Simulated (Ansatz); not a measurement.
## Electronic structure of AsH3OS in real space

| atom | x (Å) | y (Å) | z (Å) |
| --- | --- | --- | --- |
| S | -1.2053 | -0.9527 | -1.1908 |
| O | -0.2728 | -0.5944 | 0.1405 |
| As | 0.7472 | 0.9226 | 0.2365 |
| H | -2.2854 | -0.1935 | -0.8969 |
| H | 1.2147 | 0.9450 | -1.2238 |
| H | -0.3699 | 1.9269 | -0.0861 |

Computed with RKS B3LYP/def2-TZVP in Ansatz 0.2.0.

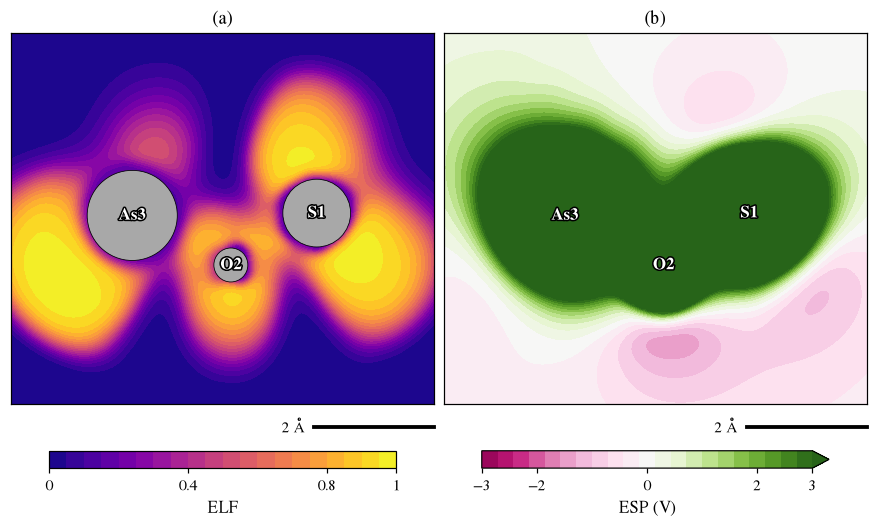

Figure 1. (a) ELF; (b) molecular electrostatic potential on the plane of atoms S1, O2 and As3. Grey discs cover the atomic cores in the ELF map.

Question: Interpret the plot.

Answer: The plane passes through S, O and As nuclei.
S–O (1.66 Å): the ELF peaks at about 0.80 between the atoms: a polar covalent bond.
As–O (1.83 Å): the ELF peaks at about 0.80 between the atoms (a shared but strongly polarised pair).
The ELF also peaks beside O2 and S1, away from the bonds: lone-pair regions.
Outside the dense part of the molecule the potential is most negative (−1.5 V) near O2.

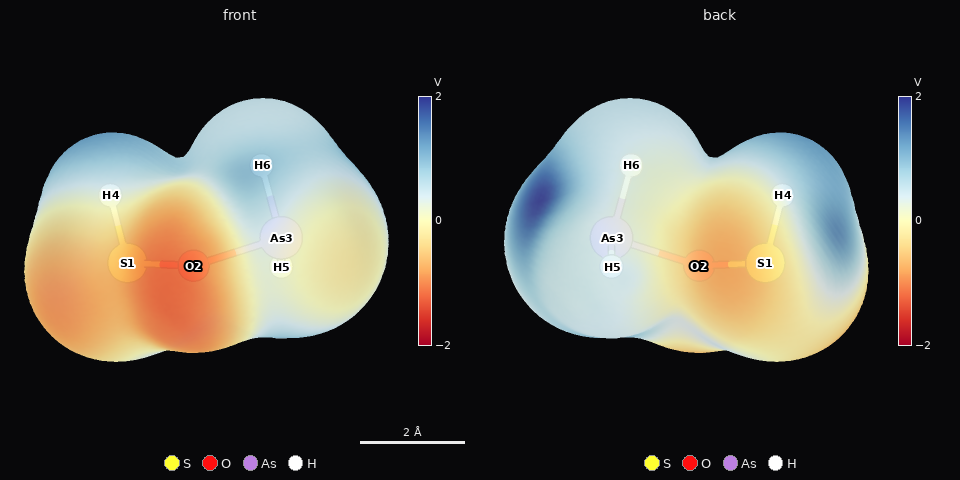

Figure 2. The molecular electrostatic potential painted on the density surface at 0.002 e/bohr³, seen from the front and from behind; the colour scale runs from red (negative) to blue (positive).

Question: Which sites attract a positive test charge, and which a negative one?

Answer: A positive charge is drawn to the negative regions and a negative charge to the positive ones. The most negative region (about −1.2 V, or −28 kcal/mol for a unit charge) lies over O2, the most positive (about +1.9 V, or +44 kcal/mol for a unit charge) over As3. O2 is the likeliest acceptor of a hydrogen bond.

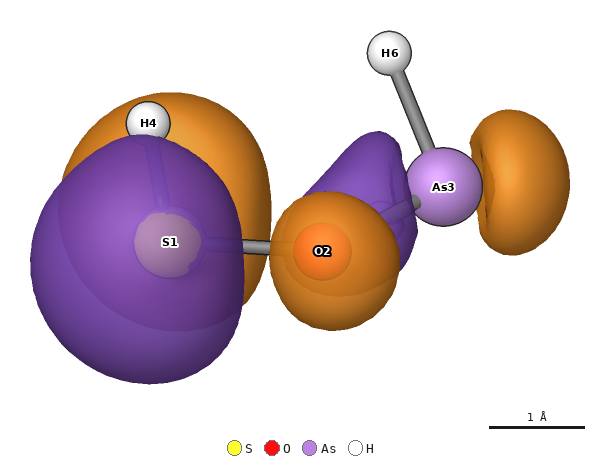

Figure 3. The HOMO at ±0.1 Å⁻³ᐟ² (orange and purple are the two phases), seen at a tilt.

Question: Describe this orbital and give its energy.

Answer: Its weight (Hirshfeld) is mainly on S1 (about 75 %), O2 (about 15 %) and As3 (about 10 %); largely a lone pair of S1. Its energy is −6.50 eV.
